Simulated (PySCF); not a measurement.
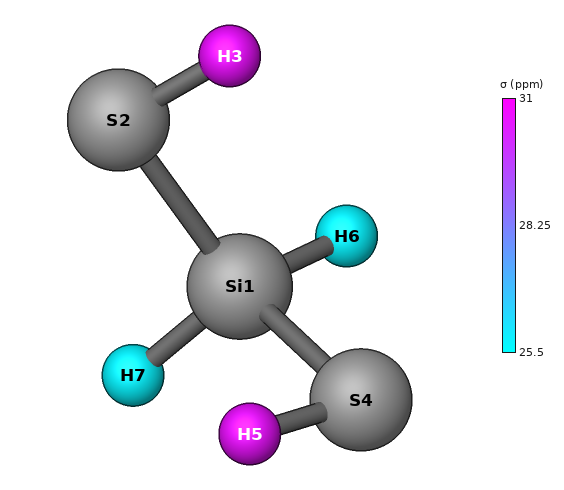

Atoms are coloured by their isotropic NMR shieldings (H only, the others grey). Computed geometry: PBE0-D3(BJ)/def2-SVP optimisation. No frequency run is at hand to confirm it as a minimum. Method: GIAO KT2/pcSseg-1 NMR shielding, non-relativistic, gas phase (PySCF 2.14.0).

Give the isotropic NMR shieldings of the H atoms atom by atom.

```json
{"atom": "H3", "σ (ppm)": "30.57"}
{"atom": "H5", "σ (ppm)": "30.56"}
{"atom": "H6", "σ (ppm)": "25.75"}
{"atom": "H7", "σ (ppm)": "25.75"}
```
